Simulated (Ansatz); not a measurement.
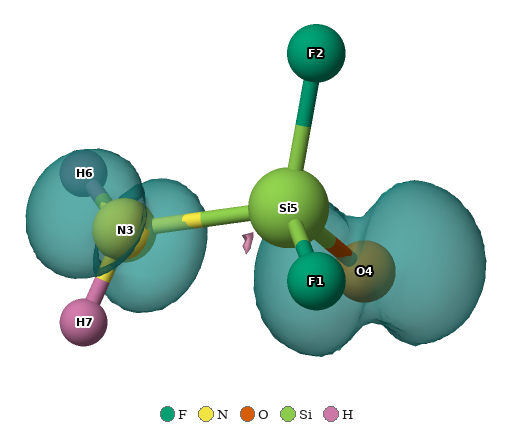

F$_{2}$H$_{2}$NOSi (SMILES N[Si]([O])(F)F) (doublet). Isosurfaces of the spin density (α minus β) at +0.03 (teal) and −0.03 e/Å³ (pink), seen at a tilt.

Geometry: B3LYP/6-31G*.

Computed with Ansatz, isolated molecule in a Gaussian basis; Kohn-Sham density functional theory, functional PBE0.

```json
{"atom": "F", "x (Å)": "2.9144", "y (Å)": "0.1683", "z (Å)": "0.4104"}
{"atom": "F", "x (Å)": "2.1274", "y (Å)": "2.6050", "z (Å)": "0.4666"}
{"atom": "N", "x (Å)": "0.3586", "y (Å)": "0.7053", "z (Å)": "-0.3143"}
{"atom": "O", "x (Å)": "2.2640", "y (Å)": "1.3585", "z (Å)": "-1.9329"}
{"atom": "Si", "x (Å)": "1.9990", "y (Å)": "1.2360", "z (Å)": "-0.3396"}
{"atom": "H", "x (Å)": "-0.3887", "y (Å)": "1.3512", "z (Å)": "-0.5450"}
{"atom": "H", "x (Å)": "0.1277", "y (Å)": "-0.2461", "z (Å)": "-0.5798"}
```

**Which atoms carry the spin?**

The unpaired spin (1 electron) lies mostly on O4 (about 0.7) and N3 (about 0.2), in electrons by Hirshfeld's partition.
